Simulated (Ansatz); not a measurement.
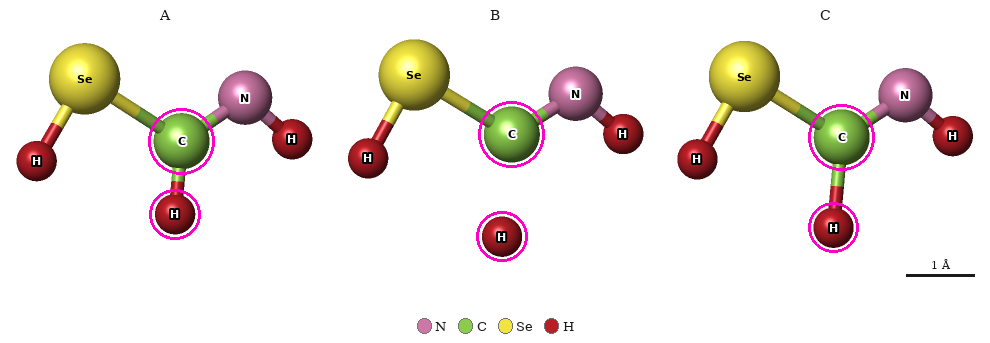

Energy scan for CH3NSe, in which the C–H bond length is varied, with all other coordinates relaxed. A ball-and-stick model, seen at a tilt. The ringed atoms are those of the scanned coordinate.

Level of theory: CCSD(T) (def2-TZVPP, Ansatz), on geometries relaxed under the constraint at PBE0-D4/def2-TZVP. Coupled cluster with a frozen core. Energies are counted from the PBE0-D4/def2-TZVP minimum geometry at the same level.

**Order these geometries by energy, lowest first.**

Lowest first: A (the distance 1.094 Å, 0.0 kJ/mol), C (the distance 1.354 Å, 65.8 kJ/mol), B (the distance 1.532 Å, 136.7 kJ/mol). Over the whole scan: the lowest computed point lies at the distance 1.094 Å (0.0 kJ/mol). At the ends of the scan the energy is 33.6 kJ/mol (0.963 Å) and 136.7 kJ/mol (1.532 Å). The curvature at the lowest point is about 33 eV/Å² (5.2 mdyn/Å). The well is steeper on the short side, as for any bond.
